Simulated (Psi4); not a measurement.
## Interaction calculation of SiNO₄ (charge −1) (part 2 of 2)

Continued. System: SiNO₄, charge −1, SMILES O=N[O-].O=[Si]=O. Method: SAPT0/jun-cc-pVDZ, RHF (Psi4 1.11). The geometry comes from this level: GFN2-xTB.

Geometry of the input (Å):
```
O  -0.7188  1.6997  -0.0687
N  -0.4750  0.5734  -0.5028
O  -0.8711  0.2145  -1.6127
O  -0.2964  -1.5962  1.5732
Si 0.6705  -0.8080  0.7095
O  2.1394  -0.6237  0.3759
```

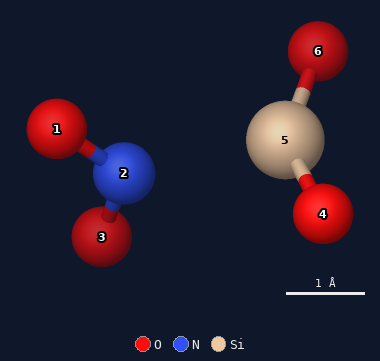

The input geometry (ball-and-stick view, seen at a tilt; atoms are numbered from 1 in the order of the input).

**What the program printed, continued**
```
 ------------------------------------------------------------------------------------
     Multipole            Electronic (a.u.)      Nuclear  (a.u.)        Total (a.u.)
 ------------------------------------------------------------------------------------

 L = 1.  Multiply by 2.5417464519 to convert [e a0] to [Debye]
 Dipole X            :         31.7681261          -30.3195218            1.4486043
 Dipole Y            :        -38.2667256           36.5233604           -1.7433652
 Dipole Z            :         33.6023599          -32.0695216            1.5328383
 Magnitude           :                                                    2.7363058

 ------------------------------------------------------------------------------------

	total time  =          1 seconds =       0.02 minutes

  //>>>>>>>>>>>>>>>>>>>>>>>>>>>>>>>>>>>//
  //            Monomer B HF           //
  //<<<<<<<<<<<<<<<<<<<<<<<<<<<<<<<<<<<//

  ==> Geometry <==

    Molecular point group: c1
    Full point group: C1

    Geometry (in Angstrom), charge = 0, multiplicity = 1:

       Center              X                  Y                   Z               Mass
    ------------   -----------------  -----------------  -----------------  -----------------
      Gh(O)          -0.718800000000     1.699680000000    -0.068680000000    15.994914619570
      Gh(N)          -0.475040000000     0.573390000000    -0.502820000000    14.003074004430
      Gh(O)          -0.871090000000     0.214520000000    -1.612660000000    15.994914619570
         O           -0.296410000000    -1.596220000000     1.573160000000    15.994914619570
         SI           0.670500000000    -0.808030000000     0.709500000000    27.976926534650
         O            2.139360000000    -0.623660000000     0.375910000000    15.994914619570

  Running in c1 symmetry.

  Rotational constants: A =      0.16308  B =      0.06429  C =      0.05777 [cm^-1]
  Rotational constants: A =   4889.15837  B =   1927.44104  C =   1731.97576 [MHz]
  Nuclear repulsion =   89.865458001609170

  Charge       = 0
  Multiplicity = 1
  Electrons    = 30
  Nalpha       = 15
  Nbeta        = 15

  ==> Iterations <==

                           Total Energy        Delta E     RMS |[F,P]|

   @DF-RHF iter SAD:  -437.47271585295039   -4.37473e+02   0.00000e+00
   @DF-RHF iter   1:  -438.33990654615855   -8.67191e-01   6.97906e-03 DIIS/ADIIS
   @DF-RHF iter   2:  -438.35905168957862   -1.91451e-02   7.14518e-03 DIIS/ADIIS
   @DF-RHF iter   3:  -438.61427945416517   -2.55228e-01   2.52792e-04 DIIS/ADIIS
   @DF-RHF iter   4:  -438.61528203797968   -1.00258e-03   9.43177e-05 DIIS
   @DF-RHF iter   5:  -438.61546350098678   -1.81463e-04   3.18868e-05 DIIS
   @DF-RHF iter   6:  -438.61549606689732   -3.25659e-05   9.47571e-06 DIIS
   @DF-RHF iter   7:  -438.61549886614080   -2.79924e-06   4.01885e-06 DIIS
   @DF-RHF iter   8:  -438.61549918249830   -3.16358e-07   2.55782e-06 DIIS
   @DF-RHF iter   9:  -438.61549927938620   -9.68879e-08   6.24650e-07 DIIS
   @DF-RHF iter  10:  -438.61549929070975   -1.13236e-08   1.43606e-07 DIIS
   @DF-RHF iter  11:  -438.61549929123350   -5.23755e-10   3.63857e-08 DIIS
   @DF-RHF iter  12:  -438.61549929126943   -3.59250e-11   1.24884e-08 DIIS
   @DF-RHF iter  13:  -438.61549929127330   -3.86535e-12   4.15147e-09 DIIS
  Energy and wave function converged.

  ==> Post-Iterations <==

    Orbital Energies [Eh]
    ---------------------

    Doubly Occupied:

       1A    -68.908197     2A    -20.594856     3A    -20.594835
       4A     -6.256548     5A     -4.361962     6A     -4.361312
       7A     -4.361123     8A     -1.331339     9A     -1.302993
      10A     -0.655848    11A     -0.565396    12A     -0.554311
      13A     -0.553683    14A     -0.505699    15A     -0.498031

    Virtual:

      16A     -0.059475    17A      0.036848    18A      0.045800
      19A      0.063382    20A      0.068878    21A      0.089166
      22A      0.097671    23A      0.115044    24A      0.141828
      25A      0.177953    26A      0.183329    27A      0.183653
      28A      0.210485    29A      0.223062    30A      0.236843
      31A      0.241528    32A      0.258573    33A      0.259499
      34A      0.261981    35A      0.264993    36A      0.292709
      37A      0.298323    38A      0.302630    39A      0.311425
      40A      0.338025    41A      0.347849    42A      0.423578
      43A      0.457749    44A      0.519992    45A      0.524980
      46A      0.583084    47A      0.591667    48A      0.669016
      49A      0.675995    50A      0.682987    51A      0.736740
      52A      0.737663    53A      0.742971    54A      0.791926
      55A      0.841880    56A      0.855358    57A      0.923328
      58A      0.998842    59A      1.054234    60A      1.067597
      61A      1.104394    62A      1.142238    63A      1.266039
      64A      1.305063    65A      1.428128    66A      1.437540
      67A      1.463816    68A      1.501981    69A      1.582507
      70A      1.599864    71A      2.135877    72A      2.213454
      73A      2.326486    74A      2.824303    75A      2.853631
      76A      2.901424    77A      2.933050    78A      2.936471
      79A      2.949688    80A      3.007389    81A      3.021934
      82A      3.139268    83A      3.168419    84A      3.197831
      85A      3.201764    86A      3.244058    87A      3.352151
      88A      3.440100    89A      3.586211    90A      3.614550
      91A      3.690505    92A      4.020469    93A      4.099690
      94A      4.100774    95A      4.109707    96A      4.161550
      97A      4.170301    98A      4.429381    99A      4.685468
     100A      4.768165   101A      4.981221   102A      5.291017
     103A      5.486271   104A      5.509121   105A      5.547321
     106A      5.559721   107A      5.704428   108A      6.488564
     109A      6.999058   110A     25.284876   111A     33.429822
     112A     33.479470

    Final Occupation by Irrep:
              A
    DOCC [    15 ]
    NA   [    15 ]
    NB   [    15 ]

  @DF-RHF Final Energy:  -438.61549929127330

   => Energetics <=

    Nuclear Repulsion Energy =             89.8654580016091700
    One-Electron Energy =                -786.1496522211676847
    Two-Electron Energy =                 257.6686949282851629
    Total Energy =                       -438.6154992912732951

Computation Completed

Properties will be evaluated at   0.000000,   0.000000,   0.000000 [a0]

Properties computed using the SCF density matrix

 Multipole Moments:

 ------------------------------------------------------------------------------------
     Multipole            Electronic (a.u.)      Nuclear  (a.u.)        Total (a.u.)
 ------------------------------------------------------------------------------------

 L = 1.  Multiply by 2.5417464519 to convert [e a0] to [Debye]
 Dipole X            :        -46.2647499           45.6002252           -0.6645247
 Dipole Y            :         55.7364717          -54.9370975            0.7993742
 Dipole Z            :        -48.9380592           48.2363176           -0.7017416
 Magnitude           :                                                    1.2542063

 ------------------------------------------------------------------------------------

	total time  =          2 seconds =       0.03 minutes
  Constructing Basis Sets for SAPT...

   => Loading Basis Set <=

    Name: (JUN-CC-PVDZ AUX)
    Role: RIFIT
    Keyword: DF_BASIS_SAPT

   => Loading Basis Set <=

    Name: (JUN-CC-PVDZ AUX)
    Role: JKFIT
    Keyword: DF_BASIS_ELST

  //>>>>>>>>>>>>>>>>>>>>>>>>>>>>>>>>>>>//
  //               SAPT0               //
  //<<<<<<<<<<<<<<<<<<<<<<<<<<<<<<<<<<<//

        SAPT0
     6 June 2009

      Orbital Information
  --------------------------
    NSO        =       112
    NMO        =       112
    NRI        =       410
    NRI (Elst) =       516
    NOCC A     =        12
    NOCC B     =        15
    FOCC A     =         3
    FOCC B     =         7
    NVIR A     =       100
    NVIR B     =        97

    Elst10,r            =    -0.132211481405 [Eh]
    Exch10              =     0.095995148987 [Eh]
    Exch10 (S^2)        =     0.090862229303 [Eh]

    Maxiter = 50
    CPHF R converge = 1.000000E-08

    Iter     Energy [mEh]          dE [mEh]         Residual      Time [s]
       1    -127.81971907     127.819719072     7.132627e-02             0
       2    -173.22967642      45.409957344     3.650197e-02             0
       3    -177.49286910       4.263192682     9.446771e-03             0
       4    -176.15408769      -1.338781410     3.283741e-03             0
       5    -176.04931982      -0.104767867     9.563201e-04             0
       6    -176.15376162       0.104441803     2.804942e-04             0
       7    -176.15152087      -0.002240756     6.390722e-05             0
       8    -176.14671885      -0.004802012     2.353589e-05             0
       9    -176.14677116       0.000052309     1.100372e-05             0
      10    -176.14780015       0.001028983     4.967979e-06             0
      11    -176.14740114      -0.000399008     2.129446e-06             0
      12    -176.14749517       0.000094035     6.007949e-07             0
      13    -176.14748904      -0.000006132     1.772128e-07             0
      14    -176.14748576      -0.000003278     4.410509e-08             0
      15    -176.14748698       0.000001217     6.688532e-09             0

    CHF Iterations converged

    Maxiter = 50
    CPHF R converge = 1.000000E-08

    Iter     Energy [mEh]          dE [mEh]         Residual      Time [s]
       1     -20.50507805      20.505078051     3.304743e-02             0
       2     -21.31445656       0.809378510     1.201400e-02             0
       3     -23.09658791       1.782131348     2.852415e-03             0
       4     -23.16833223       0.071744325     9.288008e-04             0
       5     -23.09496944      -0.073362797     1.808964e-04             0
       6     -23.10869382       0.013724381     5.403798e-05             0
       7     -23.10680846      -0.001885357     1.825722e-05             0
       8     -23.10678721      -0.000021248     6.798912e-06             0
       9     -23.10688658       0.000099365     3.039453e-06             0
      10     -23.10693983       0.000053248     7.821680e-07             0
      11     -23.10691395      -0.000025877     2.530754e-07             0
      12     -23.10692046       0.000006511     7.611133e-08             0
      13     -23.10691894      -0.000001515     4.430758e-08             0
      14     -23.10691949       0.000000544     1.589931e-08             0
      15     -23.10691938      -0.000000111     2.647834e-09             0

    CHF Iterations converged

    Ind20,r (A<-B)      =    -0.176147486980 [Eh]
    Ind20,r (B<-A)      =    -0.023106919376 [Eh]
    Ind20,r             =    -0.199254406357 [Eh]
    Exch-Ind20,r (A<-B) =     0.119972139523 [Eh]
    Exch-Ind20,r (B<-A) =     0.011949338246 [Eh]
    Exch-Ind20,r        =     0.131921477768 [Eh]
    Disp20              =    -0.017194795179 [Eh]
    Disp20 (SS)         =    -0.008597397590 [Eh]
    Disp20 (OS)         =    -0.008597397590 [Eh]
    Exch-Disp20         =     0.004767255600 [Eh]
    Exch-Disp20 (SS)    =     0.002697984544 [Eh]
    Exch-Disp20 (OS)    =     0.002069271056 [Eh]

    SAPT Results
  --------------------------------------------------------------------------------------------------------
    Electrostatics               -132.21148141 [mEh]     -82.96395712 [kcal/mol]    -347.12119661 [kJ/mol]
      Elst10,r                   -132.21148141 [mEh]     -82.96395712 [kcal/mol]    -347.12119661 [kJ/mol]

    Exchange                       95.99514899 [mEh]      60.23786543 [kcal/mol]     252.03522894 [kJ/mol]
      Exch10                       95.99514899 [mEh]      60.23786543 [kcal/mol]     252.03522894 [kJ/mol]
      Exch10(S^2)                  90.86222930 [mEh]      57.01690970 [kcal/mol]     238.55875017 [kJ/mol]

    Induction                     -78.67209729 [mEh]     -49.36748637 [kcal/mol]    -206.55356297 [kJ/mol]
      Ind20,r                    -199.25440636 [mEh]    -125.03402768 [kcal/mol]    -523.14237182 [kJ/mol]
      Exch-Ind20,r                131.92147777 [mEh]      82.78197709 [kcal/mol]     346.35979216 [kJ/mol]
      delta HF,r (2)              -11.33916870 [mEh]      -7.11543578 [kcal/mol]     -29.77098332 [kJ/mol]

    Dispersion                    -12.42753958 [mEh]      -7.79839882 [kcal/mol]     -32.62850067 [kJ/mol]
      Disp20                      -17.19479518 [mEh]     -10.78989687 [kcal/mol]     -45.14492852 [kJ/mol]
      Exch-Disp20                   4.76725560 [mEh]       2.99149805 [kcal/mol]      12.51642785 [kJ/mol]
      Disp20 (SS)                  -8.59739759 [mEh]      -5.39494844 [kcal/mol]     -22.57246426 [kJ/mol]
      Disp20 (OS)                  -8.59739759 [mEh]      -5.39494844 [kcal/mol]     -22.57246426 [kJ/mol]
      Exch-Disp20 (SS)              2.69798454 [mEh]       1.69301086 [kcal/mol]       7.08355745 [kJ/mol]
      Exch-Disp20 (OS)              2.06927106 [mEh]       1.29848719 [kcal/mol]       5.43287041 [kJ/mol]

  Total HF                       -114.88842971 [mEh]     -72.09357807 [kcal/mol]    -301.63953063 [kJ/mol]
  Total SAPT0                    -127.31596928 [mEh]     -79.89197689 [kcal/mol]    -334.26803130 [kJ/mol]

  Special recipe for scaled SAPT0 (see Manual):
    Electrostatics sSAPT0        -132.21148141 [mEh]     -82.96395712 [kcal/mol]    -347.12119661 [kJ/mol]
    Exchange sSAPT0                95.99514899 [mEh]      60.23786543 [kcal/mol]     252.03522894 [kJ/mol]
    Induction sSAPT0              -55.02810539 [mEh]     -34.53065746 [kcal/mol]    -144.47627081 [kJ/mol]
    Dispersion sSAPT0             -11.57311500 [mEh]      -7.26223931 [kcal/mol]     -30.38520925 [kJ/mol]
  Total sSAPT0                   -102.81755282 [mEh]     -64.51898846 [kcal/mol]    -269.94744773 [kJ/mol]
  --------------------------------------------------------------------------------------------------------

	total time  =          3 seconds =       0.05 minutes

Warning! sapt0 does not have an associated derived wavefunction. The returned wavefunction is the dimer SCF wavefunction.

[set-up sections that repeat, and orbital energies of the middle runs, are left out above]
```

**Standard output**
```
sapt0 energy: -0.1273159693 Eh
```

**Key numbers**

```tsv
quantity	value
outcome	converged
SCF energy	−642.847872 hartree
basis functions	112
wall time	9.6 s
peak memory	0.31 GiB
```
